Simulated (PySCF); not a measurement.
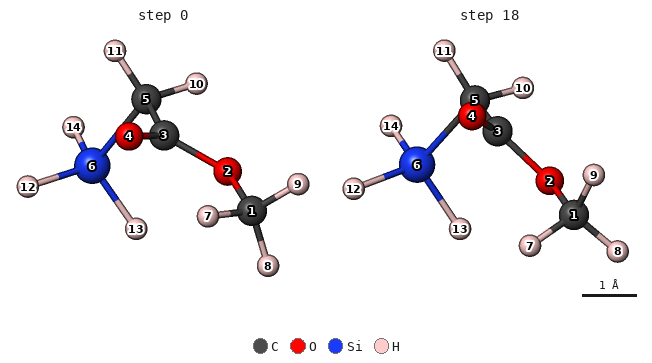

The structure of C₃H₈O₂Si before (left) and after (right) a relaxation, at one scale.

A ball-and-stick model, seen from a free direction.

The start comes from GFN2-xTB. Its atoms were then displaced at random by about 0.01 Å.

Theory: PBE0-D3(BJ)/def2-SVP geometry optimisation, gas phase (PySCF). 

Describe what moved and what it gained.

Over 18 geometry steps the energy falls by 3.59 kcal/mol. The atom that moves furthest after the best rigid fit is H9 (0.66 Å). Largest moves by element: H 0.66 Å, O 0.49 Å, C 0.16 Å, Si 0.04 Å. Some distances before and after: Si6–H12 1.453 → 1.493 Å, Si6–H13 1.458 → 1.492 Å, C3–C5 1.468 → 1.497 Å, C1–H8 1.121 → 1.096 Å. Among the angles between lasting bonds that change: C3–C5–Si6 107.8° → 113.0°, H7–C1–H9 112.9° → 108.2°, Si6–C5–H10 109.7° → 106.9°. Groups turn about C1–O2 by about 50°.
